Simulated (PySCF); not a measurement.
SMILES F[SiH](F)CC[Si](Cl)(Cl)Cl, PBE0/def2-SVP optimised geometry. Atoms within 1.6 Å of the plane z = 0.0 Å (x, y, z in Å): C4 (-1.91, -1.19, -1.56), C5 (-0.38, -1.15, -1.50), Si6 (0.28, -0.25, 0.00), Cl8 (2.33, -0.25, 0.00), Cl9 (-0.38, 1.69, 0.00), H11 (-2.33, -1.69, -0.67), H12 (-2.34, -0.17, -1.56), H13 (0.05, -2.16, -1.48).

Calculation: PBE0/def2-TZVP in PySCF. Cells within 0.4 Å of a nucleus heavier than hydrogen are left out (blank, or x).

Map of the log10 of the electron density (e/bohr³), floored at −4 on the plane z = 0.0 Å:

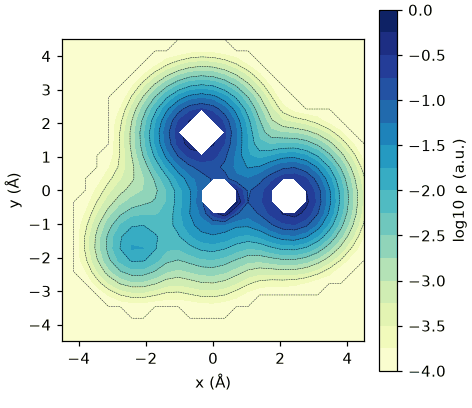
Fig. 1. Log10 of the electron density (e/bohr³), floored at −4 on the plane z = 0.0 Å.
